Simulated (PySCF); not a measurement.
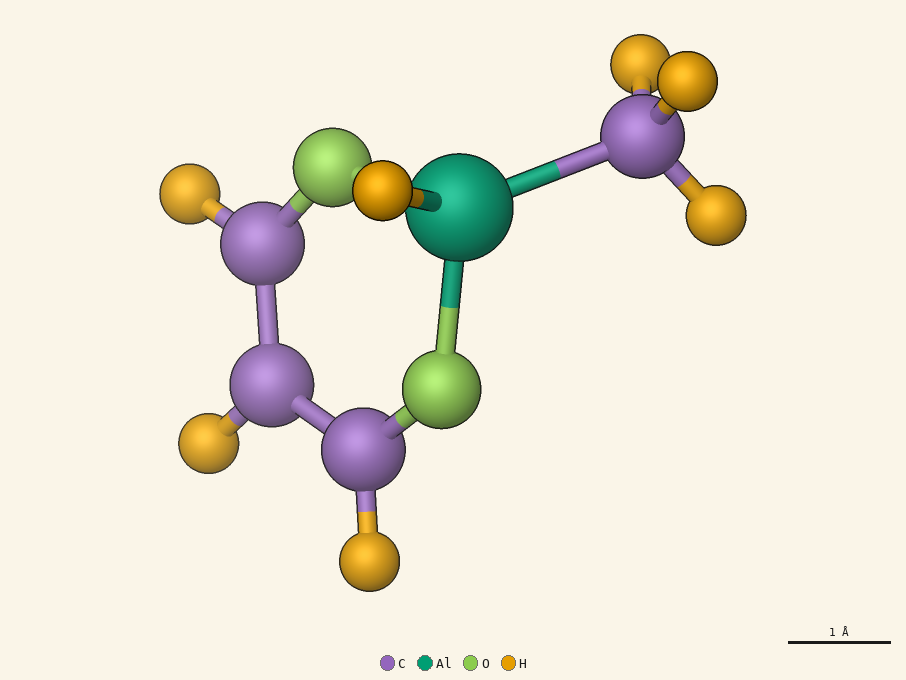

The picture shows a molecular structure as a ball-and-stick model.

The computed structure is the end point of a GFN2-xTB optimisation. No frequency run is at hand to confirm it as a minimum.

What does the picture show?

The molecule is C4H7AlO2. Its SMILES string is `[CH3][Al@H-]1[O]C=CC=[O+]1`. Among its groups: alkene. Coordination, clear cases only: 1 C tetrahedral; 2 O bent; 3 C trigonal planar.

The parts below concern this one geometry. Atoms keep their numbers from picture to picture.

Shape

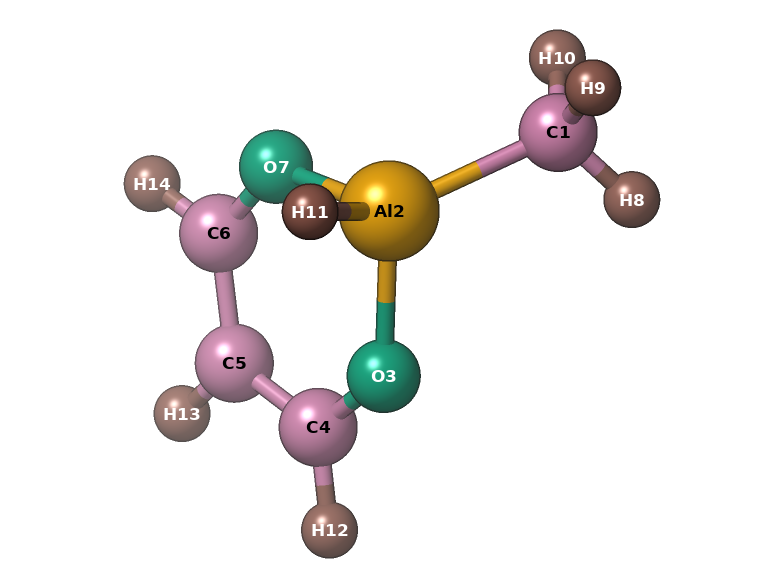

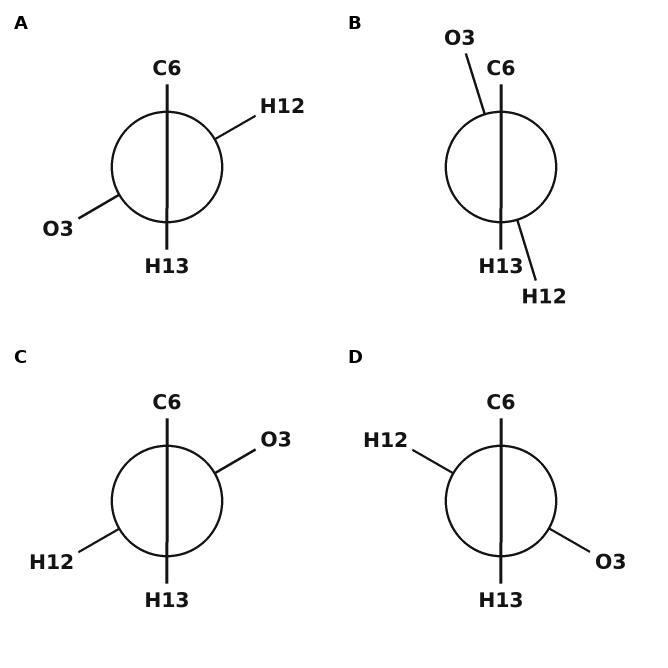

Depth is shown by fading: the farther an atom, the more it takes the colour of the background. Bonds that would overlap in a projection are set slightly apart. No frequency run is at hand to confirm it as a minimum.

**Which Newman projection shows the view along C5–C4, with C5 in front?**

B. The torsion angle C6–C5–C4–O3 is 0°, synperiplanar (eclipsed).

Dipole moment

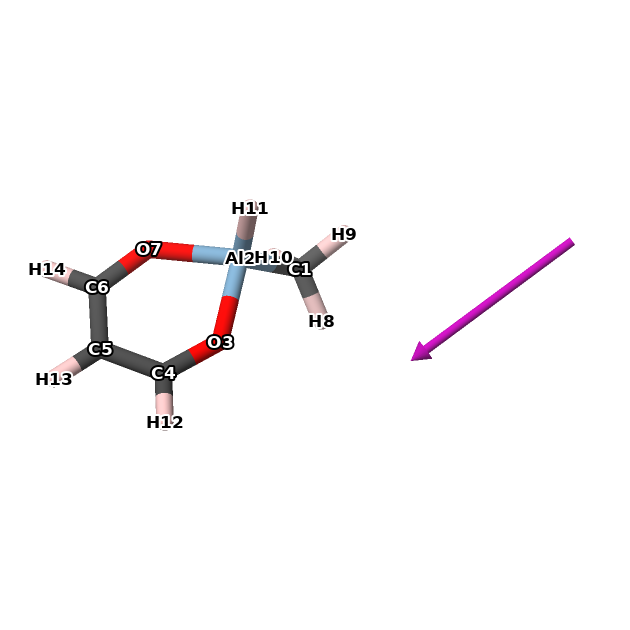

The arrow beside the molecule shows the direction of the dipole moment, from the negative to the positive end (its length means nothing). No frequency run is at hand to confirm it as a minimum. Method: PBE0/def2-SVPD, gas phase (PySCF 2.14.0).

**How large is the dipole moment?**

3.73 D; it points from the side of H9 to the side of H13 (the outermost atoms at the two ends).

Excitation

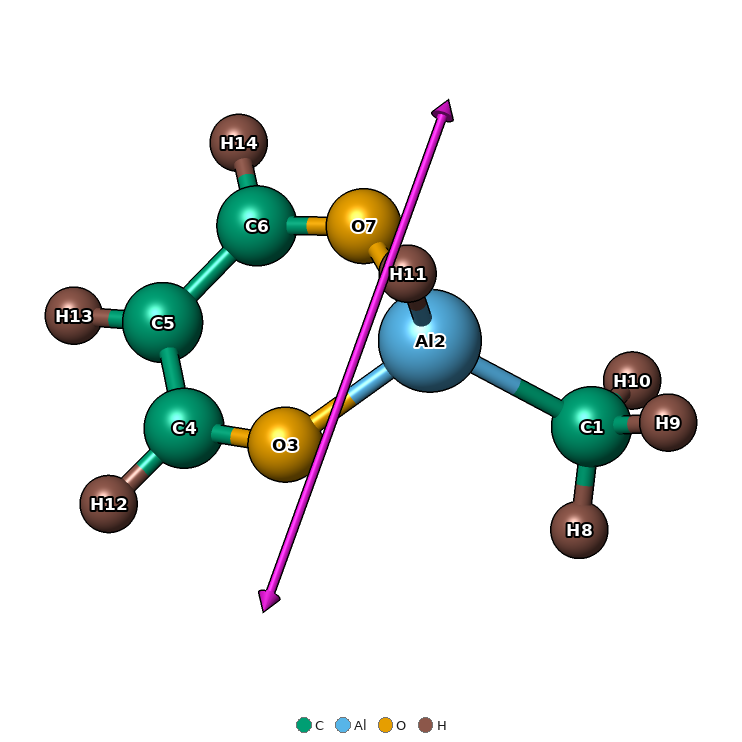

The double arrow shows the direction of the transition dipole to excited singlet state 4 (its length means nothing). No frequency run is at hand to confirm it as a minimum. Properties computed with TDDFT PBE0/def2-SVPD, vertical, gas phase, core orbitals frozen in the response (PySCF 2.14.0).

**Where does the transition lie, and how strong is it?**

5.47 eV (227 nm), oscillator strength 0.044, mainly HOMO−3 → LUMO (weight 0.81); transition dipole 1.46 D.

Quadrupole coupling

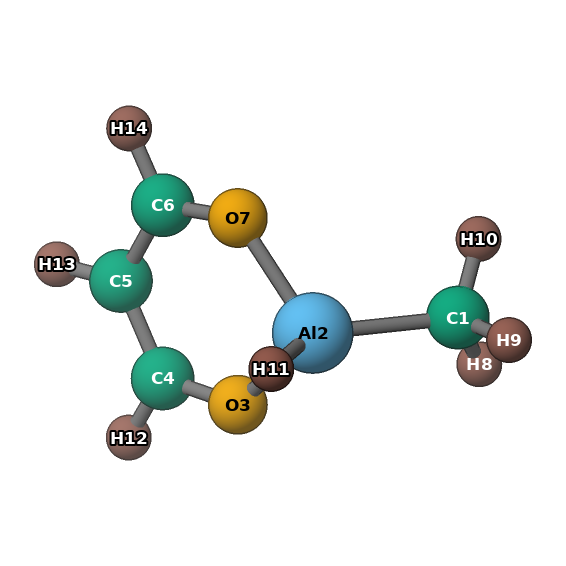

No frequency run is at hand to confirm it as a minimum. Electric field gradients from the ground-state density, PBE0/pcSseg-1 (PySCF 2.14.0), non-relativistic apart from any core potentials.

Give the largest field-gradient component, the quadrupole coupling constant and the asymmetry for 27Al at Al2 (Q = 146.6 mb), 17O at O3 (Q = −25.6 mb), 2H at H8 (Q = 2.86 mb), 2H at H9 (Q = 2.86 mb).

```json
{"atom": "Al2", "V_zz (a.u.)": "−0.827", "e²qQ/h (MHz)": "−28.5", "η": "0.91"}
{"atom": "O3", "V_zz (a.u.)": "−1.445", "e²qQ/h (MHz)": "8.69", "η": "0.66"}
{"atom": "H8", "V_zz (a.u.)": "0.315", "e²qQ/h (MHz)": "0.211", "η": "0.04"}
{"atom": "H9", "V_zz (a.u.)": "0.318", "e²qQ/h (MHz)": "0.214", "η": "0.03"}
```

The geometry is semi-empirical. Around Al such bond lengths and angles can be off by a tenth of an ångström or more and by several degrees, and values that hang on the shape move with them.
